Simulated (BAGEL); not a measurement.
# C2H3B (SMILES BC#C) at 4 levels

Wanted: a comparison of 4 runs (HF/STO-3G, HF/3-21G, HF/6-31G*, HF/aug-cc-pVDZ) of C2H3B. 

The results are computed with BAGEL 1.2.2.

2 further runs of the same task are left out: 2 set aside as unsound or not needed. Runs told in other sessions of the task aren't counted.

## (1) Starting point

The species is C2H3B (6 atoms), meant as a singlet with charge 0. As SMILES, `BC#C`. The C3–H6 distance was set to 1.919 Å, away from the relaxed value. At this shape a bond of the SMILES string is far longer than usual.

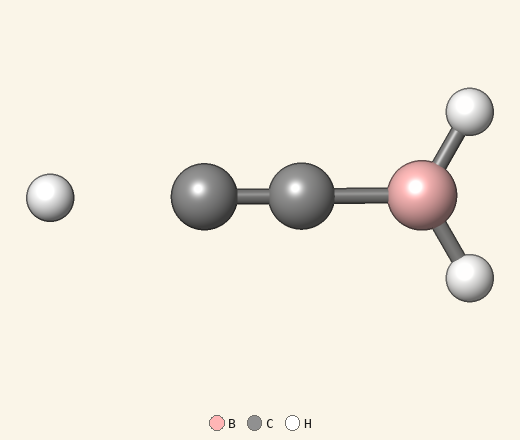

Viewed from a chosen angle; boron pink, carbon grey, hydrogen white.

## (2) A single-point energy at HF/STO-3G (density fitting with qzvpp-jkfit) (run 1)

input.json reads:

```json
{ "bagel" : [

{
  "title" : "molecule",
  "basis" : "sto-3g",
  "df_basis" : "qzvpp-jkfit",
  "angstrom" : "true",
  "geometry" : [
    { "atom" : "B", "xyz" : [   -1.460856,    1.142481,   -0.685089 ] },
    { "atom" : "C", "xyz" : [   -0.351856,    0.271081,   -0.172889 ] },
    { "atom" : "C", "xyz" : [    0.542244,   -0.431419,    0.239711 ] },
    { "atom" : "H", "xyz" : [   -2.386656,    0.651881,   -1.256489 ] },
    { "atom" : "H", "xyz" : [   -1.413756,    2.323381,   -0.519389 ] },
    { "atom" : "H", "xyz" : [    1.960800,   -1.545600,    0.894000 ] }
  ]
},
{
  "title" : "hf"
},
{
  "title" : "print",
  "file" : "orbitals.molden",
  "orbitals" : "true"
}

]}
```

On the command line:

```console
$ BAGEL_NUM_THREADS=1 BAGEL input.json > input.out
```

Log:

```text
* using 1 threads per process

  ===============================================================
  ===============================================================

  *** Geometry ***

  { "atom" : "B", "xyz" : [     -2.760618,      2.158976,     -1.294631 ] },
  { "atom" : "C", "xyz" : [     -0.664911,      0.512269,     -0.326713 ] },
  { "atom" : "C", "xyz" : [      1.024693,     -0.815264,      0.452988 ] },
  { "atom" : "H", "xyz" : [     -4.510126,      1.231877,     -2.374420 ] },
  { "atom" : "H", "xyz" : [     -2.671612,      4.390554,     -0.981503 ] },
  { "atom" : "H", "xyz" : [      3.705375,     -2.920761,      1.689415 ] },

  Number of auxiliary basis functions:      279

  Since a DF basis is specified, we compute 2- and 3-index integrals:
    o Being stored without compression. Storage requirement is 0.001 GB

  Number of basis functions:       18
  Number of electrons      :       20

    * METHOD: MOLECULE                             0.04

  *** RHF ***

  === Nuclear Repulsion ===
    44.8681005641

      * DIIS with orbital gradients will be used.

  === RHF iteration (sto-3g) ===
      0       -100.54702421          0.01569117           0.00
      1       -100.58930207          0.00565383           0.00
      2       -100.59338087          0.00259142           0.00
      3       -100.59403879          0.00148922           0.00
      4       -100.59420910          0.00027705           0.00
      5       -100.59422823          0.00012095           0.00
      6       -100.59423250          0.00006038           0.00
      7       -100.59423382          0.00001025           0.00
      8       -100.59423385          0.00000223           0.00
      9       -100.59423385          0.00000137           0.00
     10       -100.59423385          0.00000048           0.00
     11       -100.59423385          0.00000008           0.00
     12       -100.59423385          0.00000003           0.00
     13       -100.59423385          0.00000002           0.00
     14       -100.59423385          0.00000001           0.00
    * SCF iteration converged.

    * Permanent dipole moment:
           (   -0.586249,     0.460434,    -0.270355) a.u.

    * METHOD: HF                                   0.05

    * METHOD: PRINT                                0.00

  ===============================================================
```

It took 0.24 s on 1 thread of Arm Neoverse V2, shared host.

## (3) The energy at HF/3-21G (density fitting with qzvpp-jkfit) (run 2)

job.json reads:

```json
{ "bagel": [

{
  "title": "molecule",
  "basis": "3-21g",
  "df_basis": "qzvpp-jkfit",
  "angstrom": true,
  "geometry": [
    { "atom": "B", "xyz": [      -1.460856,       1.142481,      -0.685089 ] },
    { "atom": "C", "xyz": [      -0.351856,       0.271081,      -0.172889 ] },
    { "atom": "C", "xyz": [       0.542244,      -0.431419,       0.239711 ] },
    { "atom": "H", "xyz": [      -2.386656,       0.651881,      -1.256489 ] },
    { "atom": "H", "xyz": [      -1.413756,       2.323381,      -0.519389 ] },
    { "atom": "H", "xyz": [       1.960800,      -1.545600,       0.894000 ] }
  ]
},

{
  "title": "hf"
},

{
  "title": "print",
  "file": "orbitals.molden",
  "orbitals": true
}

]}
```

On the command line:

```console
$ BAGEL_NUM_THREADS=1 BAGEL job.json > job.out
```

Log:

```text
* using 1 threads per process

  ===============================================================
  ===============================================================

  *** Geometry ***

  { "atom" : "B", "xyz" : [     -2.760618,      2.158976,     -1.294631 ] },
  { "atom" : "C", "xyz" : [     -0.664911,      0.512269,     -0.326713 ] },
  { "atom" : "C", "xyz" : [      1.024693,     -0.815264,      0.452988 ] },
  { "atom" : "H", "xyz" : [     -4.510126,      1.231877,     -2.374420 ] },
  { "atom" : "H", "xyz" : [     -2.671612,      4.390554,     -0.981503 ] },
  { "atom" : "H", "xyz" : [      3.705375,     -2.920761,      1.689415 ] },

  Number of auxiliary basis functions:      279

  Since a DF basis is specified, we compute 2- and 3-index integrals:
    o Being stored without compression. Storage requirement is 0.002 GB

  Number of basis functions:       33
  Number of electrons      :       20

    * METHOD: MOLECULE                             0.04

  *** RHF ***

  === Nuclear Repulsion ===
    44.8681005641

      * DIIS with orbital gradients will be used.

  === RHF iteration (3-21g) ===
      0       -101.26688060          0.02437523           0.00
      1       -101.33651121          0.01068703           0.00
      2       -101.34813625          0.00332343           0.00
      3       -101.34964902          0.00157736           0.00
      4       -101.34986393          0.00028993           0.00
      5       -101.34988463          0.00008935           0.00
      6       -101.34988713          0.00004645           0.00
      7       -101.34988817          0.00001383           0.00
      8       -101.34988826          0.00000408           0.00
      9       -101.34988827          0.00000112           0.00
     10       -101.34988827          0.00000068           0.00
     11       -101.34988827          0.00000015           0.00
     12       -101.34988827          0.00000005           0.00
     13       -101.34988827          0.00000002           0.00
     14       -101.34988827          0.00000001           0.00
     15       -101.34988827          0.00000000           0.00
    * SCF iteration converged.

    * Permanent dipole moment:
           (   -0.621851,     0.488325,    -0.286690) a.u.

    * METHOD: HF                                   0.08

    * METHOD: PRINT                                0.00

  ===============================================================
```

It took 0.28 s on 1 thread of Arm Neoverse V2, shared host.

Run 3 isn't shown in full; the table further down has it.

## (4) The energy at HF/aug-cc-pVDZ (density fitting with qzvpp-jkfit) (run 4)

Changes to input.json since step 2:

```diff
@@ -4,3 +4,3 @@
   "title" : "molecule",
-  "basis" : "sto-3g",
+  "basis" : "aug-cc-pvdz.json",
   "df_basis" : "qzvpp-jkfit",
```

The basis set aug-cc-pVDZ is read from a file made from the Basis Set Exchange's data (not shown).

On the command line:

```console
$ BAGEL_NUM_THREADS=1 BAGEL input.json > input.out
```

Log:

```text
* using 1 threads per process

  ===============================================================
  ===============================================================

  *** Geometry ***

  { "atom" : "B", "xyz" : [     -2.760618,      2.158976,     -1.294631 ] },
  { "atom" : "C", "xyz" : [     -0.664911,      0.512269,     -0.326713 ] },
  { "atom" : "C", "xyz" : [      1.024693,     -0.815264,      0.452988 ] },
  { "atom" : "H", "xyz" : [     -4.510126,      1.231877,     -2.374420 ] },
  { "atom" : "H", "xyz" : [     -2.671612,      4.390554,     -0.981503 ] },
  { "atom" : "H", "xyz" : [      3.705375,     -2.920761,      1.689415 ] },

  Number of auxiliary basis functions:      279

  Since a DF basis is specified, we compute 2- and 3-index integrals:
    o Being stored without compression. Storage requirement is 0.021 GB

  Number of basis functions:       96
  Number of electrons      :       20

    * METHOD: MOLECULE                             0.07

  *** RHF ***

  === Nuclear Repulsion ===
    44.8681005641

      * DIIS with orbital gradients will be used.

  === RHF iteration (aug-cc-pvdz.json) ===
      0       -101.60538264          0.02528221           0.02
      1       -101.78300428          0.02036658           0.02
      2       -101.92028154          0.00309740           0.02
      3       -101.92588764          0.00164085           0.02
      4       -101.92722025          0.00033956           0.02
      5       -101.92731033          0.00009019           0.02
      6       -101.92731902          0.00003276           0.02
      7       -101.92732021          0.00001571           0.02
      8       -101.92732050          0.00000994           0.02
      9       -101.92732064          0.00000392           0.02
     10       -101.92732066          0.00000131           0.02
     11       -101.92732066          0.00000058           0.02
     12       -101.92732066          0.00000013           0.02
     13       -101.92732066          0.00000004           0.02
     14       -101.92732066          0.00000002           0.02
     15       -101.92732066          0.00000001           0.02
    * SCF iteration converged.

    * Permanent dipole moment:
           (   -0.545533,     0.428376,    -0.251482) a.u.

    * METHOD: HF                                   0.33

    * METHOD: PRINT                                0.01

  ===============================================================
```

It took 0.58 s on 1 thread of Arm Neoverse V2, shared host.

## (5) Overview of the runs

```
run                                                              level  energy (Eh)  dipole moment (D)  HOMO energy (eV)  LUMO energy (eV)  wall time
  1                       HF/STO-3G (density fitting with qzvpp-jkfit)  -100.594234               2.02             -8.55              3.60     0.24 s
  2                        HF/3-21G (density fitting with qzvpp-jkfit)  -101.349888               2.14            -10.57              0.44     0.28 s
  3  HF/6-31G* (density fitting with qzvpp-jkfit, spherical functions)  -101.913721               1.90            -10.49              0.28     0.32 s
  4                  HF/aug-cc-pVDZ (density fitting with qzvpp-jkfit)  -101.927321               1.88            -10.68             -0.44     0.58 s
```

## (6) Summary of results

```
            quantity          value
 run 4: total energy  -101.92732 Eh
run 4: dipole moment         1.88 D
  run 4: HOMO energy      -10.68 eV
  run 4: LUMO energy       -0.44 eV
run 4: HOMO–LUMO gap       10.24 eV
```

In words: The dipole moment (its size) runs from 1.88 D (HF/aug-cc-pVDZ) to 2.14 D (HF/3-21G). The HOMO–LUMO gap runs from 10.24 eV (HF/aug-cc-pVDZ) to 12.15 eV (HF/STO-3G). In run 1 the basis is minimal, so the values are rough. In all runs a closed-shell determinant meets a far-stretched bond; if it breaks into open shells, such a determinant describes it badly, and no broken-symmetry solution was shown. All runs together took 1.4 s, the longest 0.58 s.
